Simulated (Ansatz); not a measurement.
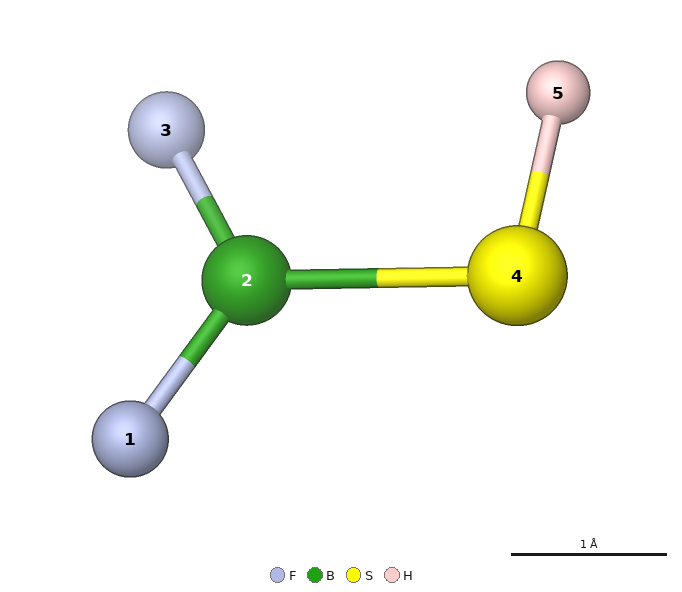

(Drawn from a calculation with Ansatz.)

Orthographic view. Depth is shown by fading: the farther an atom, the more it takes the colour of the background. Geometry: relaxed with PBE0-D4/def2-TZVP with one coordinate held away from its value at the minimum.

Write a MOL file (V2000) with the atoms in numerical order, bonds sorted by atom number with the orders drawn, and coordinates in the frame of the picture: x right, y up, z towards the viewer, origin at the mean position.

```
BF2HS
                    3D

  5  4  0  0  0  0  0  0  0  0999 V2000
   -1.2600   -1.2700    0.2800 F   0  0  0  0  0  0  0  0  0  0  0  0
   -0.5000   -0.2400   -0.0400 B   0  0  0  0  0  0  0  0  0  0  0  0
   -1.0200    0.7400   -0.7500 F   0  0  0  0  0  0  0  0  0  0  0  0
    1.2600   -0.2100    0.5400 S   0  0  0  0  0  0  0  0  0  0  0  0
    1.5200    0.9800   -0.0300 H   0  0  0  0  0  0  0  0  0  0  0  0
  1  2  1  0
  2  3  1  0
  2  4  1  0
  4  5  1  0
M  END
```
